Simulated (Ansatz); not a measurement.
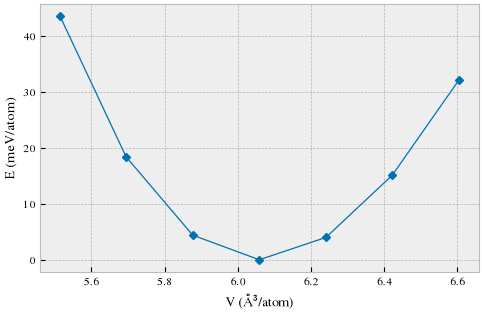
*B (bcc (W type), Im-3m) under volume change, DFT-PBEsol in the program Ansatz with PAW potentials, scaled uniformly.*

What does a third-order Birch–Murnaghan fit give for V₀, B₀ and B′?

V₀ = 6.06 Å³/atom, B₀ = 241 GPa, B′ = 4.2.

A made-up cell: these elements were put on the sites of a structure type; neither database checked (COD, Materials Project) lists it. It is not the phase usual at ambient conditions (space group No. 166). The cell was relaxed with PBEsol under the symmetry of its start. At this level the phase is mechanically unstable.

Potentials: the earlier of the program's two PAW sets. The files were generated under PBE; for other functionals the program regenerates the frozen cores, and for LDA and PBEsol the local potential too.
